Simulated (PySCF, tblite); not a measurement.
**C2H7NS2Si: dynamics, then NMR shifts on frames**

How do NMR shifts of C2H7NS2Si (`N[SiH]1SCCS1`) change as the atoms move?

Programs: tblite 0.8.0 and PySCF 2.14.0, with density-fitted response routines of our own. Each step states its level of theory. These are calculated values for one molecule in the gas phase, unless marked as measured. Atoms count from 0, in the outputs and in this text.

## (1) Starting geometry

13 atoms, charge 0, multiplicity 1; geometry from: GFN2-xTB.

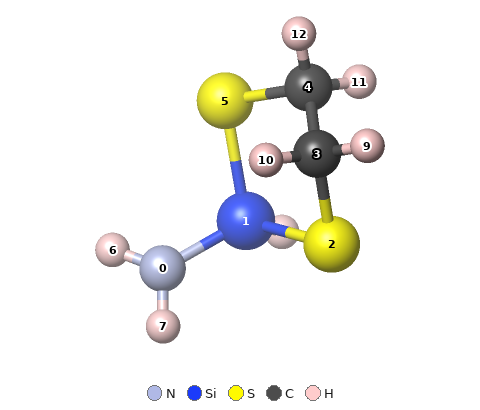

The starting geometry (nitrogen light blue, silicon blue, sulfur yellow, carbon dark grey, hydrogen pink), atoms numbered.

## (2) A short Langevin run with GFN2-xTB

The job: settings as JSON, then the geometry in Å.

```
{"job": {"kind": "md", "xc": "GFN2-xTB", "basis": "xTB", "temperature": 300, "steps": 2000, "every": 50, "frames": 5}, "charge": 0, "multiplicity": 1}
N      2.434561     0.083196    -0.444668
Si     1.159590    -0.103982     0.684040
S     -0.140598    -1.691990     0.060860
C     -1.399610    -0.578253    -0.653129
C     -1.646124     0.609688     0.246527
S     -0.127157     1.597824     0.464062
H      2.931811     0.958142    -0.484440
H      3.053184    -0.691149    -0.624215
H      1.458753    -0.320138     2.092603
H     -2.306990    -1.171202    -0.765797
H     -1.048558    -0.260407    -1.635060
H     -1.985460     0.291002     1.232773
H     -2.387791     1.277756    -0.191285
```

With the program's defaults for keys left out, this is: GFN2-xTB Langevin dynamics, gas phase.

Launch:

```bash
OMP_NUM_THREADS=1 python probes_run.py task.json out
```

The driver reads the jobs from task.json and runs them one after another.

The log of the run:

```text
t/fs     T/K      E/eV
    0.0   250.0   -518.67104
   25.0   135.6   -518.32794
   50.0   179.8   -518.31946
   75.0   196.8   -518.31236
  100.0   217.2   -518.32292
  125.0   239.4   -518.28089
  150.0   177.5   -518.21299
  175.0   248.5   -518.30357
  200.0   257.6   -518.23992
  225.0   216.0   -518.18446
  250.0   401.2   -518.33766
  275.0   269.9   -518.09242
  300.0   393.9   -518.25250
  325.0   231.1   -518.09362
  350.0   275.4   -518.28477
  375.0   229.4   -518.21222
  400.0   234.2   -518.16449
  425.0   320.8   -518.31255
  450.0   304.8   -518.08471
  475.0   443.7   -518.26524
  500.0   303.1   -518.19725
  525.0   348.0   -518.25164
  550.0   318.0   -518.23842
  575.0   214.2   -518.07977
  600.0   311.3   -518.30613
  625.0   304.6   -518.30454
  650.0   252.4   -518.08247
  675.0   312.5   -518.19228
  700.0   448.1   -518.27884
  725.0   368.5   -518.08881
  750.0   331.1   -518.21392
  775.0   360.9   -518.18688
  800.0   302.2   -518.05581
  825.0   393.5   -518.09930
  850.0   435.8   -518.09229
  875.0   332.2   -518.09160
  900.0   344.9   -518.07844
  925.0   478.2   -518.12117
  950.0   454.4   -518.08381
  975.0   356.6   -518.02565
 1000.0   362.0   -518.02302
```

It took 13 s on 1 thread of Arm Neoverse V1, shared host; peak memory 0.18 GiB.

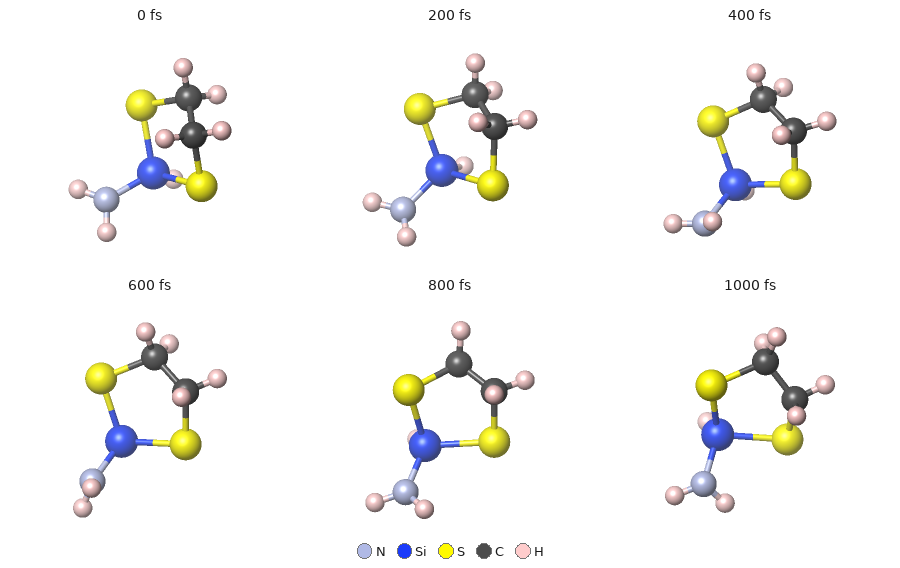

Frames of the run.

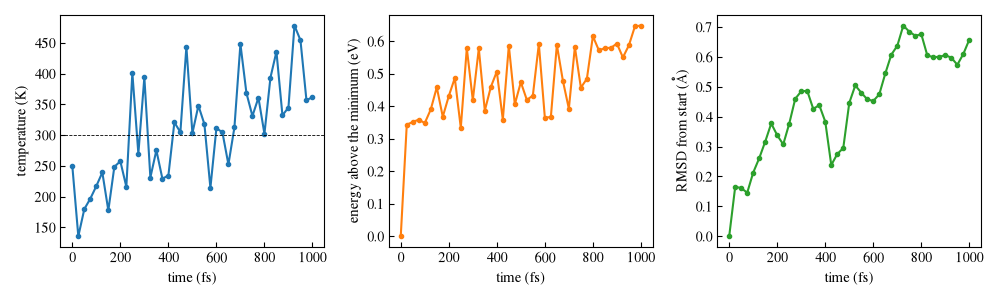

Temperature, potential energy and distance from the start.

Positions (Å) and forces (eV/Å) at 1000 fs:

```xyz
13

N     1.673   -1.019   -0.593   -2.251   -0.003    2.074
Si    0.708    0.022    0.408    0.235   -0.179    0.215
S    -0.451   -1.379    1.584   -0.201    0.519   -0.397
C    -1.968   -0.918    0.697   -0.821   -1.248   -0.296
C    -2.208    0.489    0.321    0.707    1.264    0.261
S    -0.804    0.918   -0.783   -0.426    0.763   -0.562
H     1.856   -1.750    0.076    0.707   -0.599   -0.528
H     2.422   -0.752   -1.140    1.569    0.560   -1.025
H     1.251    0.857    1.508   -0.020    0.002   -0.579
H    -2.772   -1.120    1.358   -0.837   -0.863    0.933
H    -2.092   -1.570   -0.191    0.300    0.227    0.375
H    -2.147    1.177    1.169    0.306   -0.103    0.226
H    -3.235    0.674   -0.039    0.730   -0.338   -0.697
```

## (3) Shielding tensors: 250 fs, PBE0/pcSseg-1

The job: settings as JSON, then the geometry in Å.

```
{"job": {"kind": "nmr", "xc": "PBE0", "basis": "pcSseg-1", "pop": false}, "charge": 0, "multiplicity": 1}
N      2.264100    -0.486000    -0.426700
Si     0.942500    -0.151300     0.602500
S     -0.523800    -1.707100     0.291500
C     -1.936800    -0.633700    -0.052000
C     -1.820200     0.771000     0.498300
S     -0.247600     1.567400     0.054500
H      3.199100    -0.128500    -0.420600
H      2.338300    -1.304400    -1.014500
H      1.271600    -0.099600     2.024000
H     -2.805200    -1.095900     0.478100
H     -2.218600    -0.683300    -1.069500
H     -1.879900     0.744300     1.607500
H     -2.653600     1.499300     0.158200
```

With the program's defaults for keys left out, this is: GIAO PBE0/pcSseg-1 NMR shielding, non-relativistic, gas phase.

The log of the run:

```text
coarse grid: 12448 points
cycle   1  E = -1220.4251118533  dE =  6.599e-01  |g| = 4.476e-01  |ddm| = 3.428e+00
cycle   2  E = -1220.4062204201  dE =  1.889e-02  |g| = 5.539e-01  |ddm| = 1.004e+00
cycle   3  E = -1220.4729274829  dE = -6.671e-02  |g| = 5.968e-02  |ddm| = 5.620e-01
cycle   4  E = -1220.4737223521  dE = -7.949e-04  |g| = 2.456e-02  |ddm| = 9.472e-02
cycle   5  E = -1220.4738543088  dE = -1.320e-04  |g| = 4.638e-03  |ddm| = 3.130e-02
cycle   6  E = -1220.4738593868  dE = -5.078e-06  |g| = 2.318e-03  |ddm| = 9.352e-03
final grid: 106432 points
cycle   7  E = -1220.5102210024  dE = -1.031e-05  |g| = 1.100e-02  |ddm| = 2.507e-02
cycle   8  E = -1220.5101885411  dE =  3.246e-05  |g| = 1.579e-02  |ddm| = 2.407e-02
cycle   9  E = -1220.5102500767  dE = -6.154e-05  |g| = 7.531e-04  |ddm| = 1.476e-02
cycle  10  E = -1220.5102502104  dE = -1.337e-07  |g| = 1.860e-04  |ddm| = 1.036e-03
cycle  11  E = -1220.5102502180  dE = -7.629e-09  |g| = 7.666e-05  |ddm| = 2.348e-04
cycle  12  E = -1220.5102502192  dE = -1.175e-09  |g| = 1.591e-05  |ddm| = 6.813e-05
cycle  13  E = -1220.5102502193  dE = -6.344e-11  |g| = 2.729e-06  |ddm| = 2.638e-05
converged SCF energy = -1220.5102502193

GIAO shielding tensors (ppm)
atom      isotropic    diamagn.    paramagn.     s11        s22        s33       span
  0 N      246.275     313.424     -67.149    215.483    256.578    266.764     51.281
  1 Si     335.256     876.762    -541.506    284.630    354.185    366.953     82.324
  2 S      630.503    1057.674    -427.171    470.629    658.037    762.843    292.214
  3 C      152.867     246.135     -93.268    121.070    166.439    171.093     50.023
  4 C      142.733     251.431    -108.698    102.704    155.549    169.947     67.243
  5 S      582.344    1058.153    -475.809    488.545    562.511    695.975    207.430
  6 H       31.024      28.723       2.300     22.800     26.006     44.266     21.465
  7 H       30.490      30.059       0.431     21.948     27.995     41.527     19.579
  8 H       25.461      27.495      -2.034     21.566     22.647     32.170     10.604
  9 H       28.375      27.986       0.389     21.802     26.352     36.971     15.170
 10 H       29.685      30.699      -1.014     23.296     27.666     38.094     14.798
 11 H       28.204      29.960      -1.756     22.169     26.597     35.845     13.676
 12 H       27.127      27.722      -0.594     20.529     25.127     35.726     15.196
```

Run time: 15 s. Hardware: 1 thread of Arm Neoverse V1, shared host; peak memory 0.73 GiB.

The references, computed at this level on geometries of the same kind, shield at (ppm): ¹H TMS 31.72, ¹³C TMS 186.9, ²⁹Si TMS 349.2, ¹⁵N NH3 267.7, ³³S CS2 504. Their shielding less the atom's gives the shift. The references are single molecules in the gas phase, so shifts against H2O, NH3, PH3, H3PO4 or CFCl3 are not on the usual liquid scales and can be off by tens of ppm. Each atom is listed at this fixed geometry, with no averaging over motion; a spectrum would average atoms that exchange fast.

```
atoms                                                   environment  σ (ppm)  δ (ppm)
   C4                                           sp3 CH2 bonded to S    142.7     44.2
   C3                                           sp3 CH2 bonded to S    152.9     34.1
   H8  hydrogen on a silicon bonded to N, 2 S, in a 5-membered ring    25.46     6.26
  H12                            hydrogen on an sp3 CH2 bonded to S    27.13     4.59
  H11                            hydrogen on an sp3 CH2 bonded to S    28.20     3.51
   H9                            hydrogen on an sp3 CH2 bonded to S    28.37     3.34
  H10                            hydrogen on an sp3 CH2 bonded to S    29.69     2.03
   H7                           hydrogen on a nitrogen bonded to Si    30.49     1.23
   H6                           hydrogen on a nitrogen bonded to Si    31.02     0.69
   N0                                    nitrogen bonded to Si, 2 H    246.3     21.5
  Si1             silicon bonded to N, 2 S, H, in a 5-membered ring    335.3     13.9
   S5                  sulfur bonded to C, Si, in a 5-membered ring      582      -79
   S2                  sulfur bonded to C, Si, in a 5-membered ring      631     -127
```

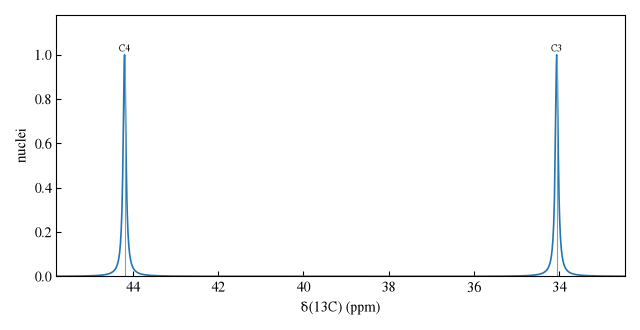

¹³C lines at the computed shifts, without couplings. Lines are broadened to a width of 0.08 ppm (Lorentzian).

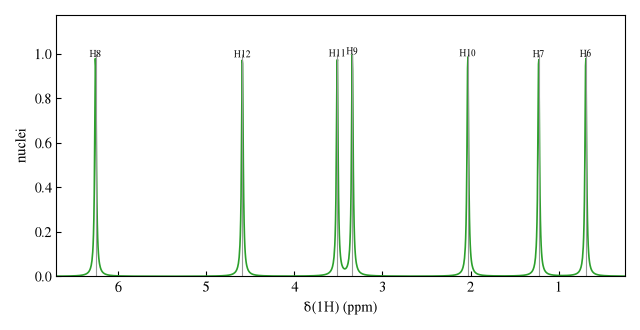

¹H lines at the computed shifts, without couplings. Lines are broadened to a width of 0.02 ppm (Lorentzian).

Ring of atoms Si1, S2, C3, C4, S5: NICS(0) -8.8, NICS(1) -5.0, NICS(1)zz -3.0 ppm (means of both faces).

## (4) NMR shieldings: 425 fs, PBE0/pcSseg-1

The job: settings as JSON, then the geometry in Å.

```
{"job": {"kind": "nmr", "xc": "PBE0", "basis": "pcSseg-1", "pop": false}, "charge": 0, "multiplicity": 1}
N      1.739700    -0.718000    -0.518100
Si     0.800700    -0.339900     0.812900
S     -0.831600    -1.722100     0.874500
C     -2.210100    -0.562900     0.372900
C     -1.976300     0.886100     0.610200
S     -0.262400     1.560800     0.429800
H      2.273200    -0.032200    -1.033300
H      1.907400    -1.633000    -0.856400
H      1.523200    -0.324700     2.044200
H     -3.053700    -0.972500     0.936000
H     -2.338800    -0.793200    -0.648200
H     -2.337700     1.093000     1.672000
H     -2.609100     1.509500    -0.034700
```

With the program's defaults for keys left out, this is: GIAO PBE0/pcSseg-1 NMR shielding, non-relativistic, gas phase.

The log of the run:

```text
coarse grid: 12448 points
cycle   1  E = -1220.4179404236  dE =  6.580e-01  |g| = 4.625e-01  |ddm| = 3.415e+00
cycle   2  E = -1220.4000253924  dE =  1.792e-02  |g| = 5.616e-01  |ddm| = 1.006e+00
cycle   3  E = -1220.4675694509  dE = -6.754e-02  |g| = 5.649e-02  |ddm| = 5.863e-01
cycle   4  E = -1220.4682705950  dE = -7.011e-04  |g| = 2.357e-02  |ddm| = 9.474e-02
cycle   5  E = -1220.4683942037  dE = -1.236e-04  |g| = 4.384e-03  |ddm| = 3.061e-02
cycle   6  E = -1220.4683988945  dE = -4.691e-06  |g| = 1.877e-03  |ddm| = 8.370e-03
final grid: 106432 points
cycle   7  E = -1220.5046285291  dE = -1.456e-05  |g| = 1.008e-02  |ddm| = 2.467e-02
cycle   8  E = -1220.5045991790  dE =  2.935e-05  |g| = 1.472e-02  |ddm| = 2.245e-02
cycle   9  E = -1220.5046527843  dE = -5.361e-05  |g| = 7.238e-04  |ddm| = 1.400e-02
cycle  10  E = -1220.5046529133  dE = -1.290e-07  |g| = 2.142e-04  |ddm| = 1.053e-03
cycle  11  E = -1220.5046529236  dE = -1.035e-08  |g| = 7.141e-05  |ddm| = 2.643e-04
cycle  12  E = -1220.5046529246  dE = -1.018e-09  |g| = 1.614e-05  |ddm| = 7.028e-05
cycle  13  E = -1220.5046529247  dE = -8.026e-11  |g| = 1.886e-06  |ddm| = 2.586e-05
converged SCF energy = -1220.5046529247

GIAO shielding tensors (ppm)
atom      isotropic    diamagn.    paramagn.     s11        s22        s33       span
  0 N      235.563     318.212     -82.649    205.803    243.161    257.725     51.922
  1 Si     327.959     877.805    -549.846    276.875    349.855    357.145     80.270
  2 S      556.366    1058.098    -501.732    357.897    591.894    719.306    361.409
  3 C      146.765     249.303    -102.538     96.608    168.733    174.955     78.347
  4 C      144.189     245.927    -101.738     96.972    162.715    172.881     75.909
  5 S      520.121    1057.876    -537.756    331.761    531.920    696.681    364.919
  6 H       30.763      30.734       0.029     22.907     26.965     42.417     19.511
  7 H       31.060      31.188      -0.128     23.504     27.134     42.542     19.038
  8 H       25.767      27.901      -2.135     21.180     23.518     32.602     11.422
  9 H       28.396      28.972      -0.576     21.278     26.993     36.917     15.639
 10 H       28.868      31.768      -2.900     21.716     28.284     36.604     14.889
 11 H       27.545      27.674      -0.129     20.551     26.430     35.654     15.104
 12 H       28.318      28.513      -0.195     21.652     26.646     36.657     15.005
```

Run time: 15 s. Hardware: 1 thread of Arm Neoverse V1, shared host; peak memory 0.75 GiB.

In short: δ C4 42.7, C3 40.2, N0 32.2, Si1 21.2, H8 5.95, H11 4.17 ppm.

(Part 1 of 2 ends here.)
